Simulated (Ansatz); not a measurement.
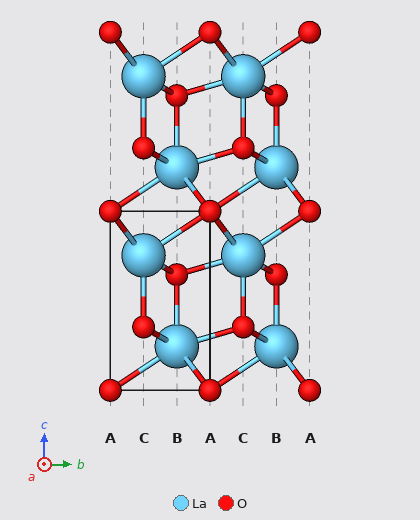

The picture looks along a close-packed row of the hexagonal mesh; c points upwards. The dashed lines mark the three columns A (0, 0), B (1/3, 2/3) and C (2/3, 1/3). The sequence starts with the first layer at or above the cell's origin.

System La₂O₃; source of the atomic positions: the input geometry of an electronic-structure calculation (not necessarily at equilibrium).

> Give the sequence of layers in one repeat, with element and column.

O(A) – La(B) – O(C) – O(B) – La(C) (five layers in 6.13 Å).

Heights of the layers:

```csv
layer,atoms (column),height (Å),to next (Å)
1,O(A),0.00,1.51
2,La(B),1.51,0.66
3,O(C),2.17,1.79
4,O(B),3.96,0.66
5,La(C),4.62,1.51
```
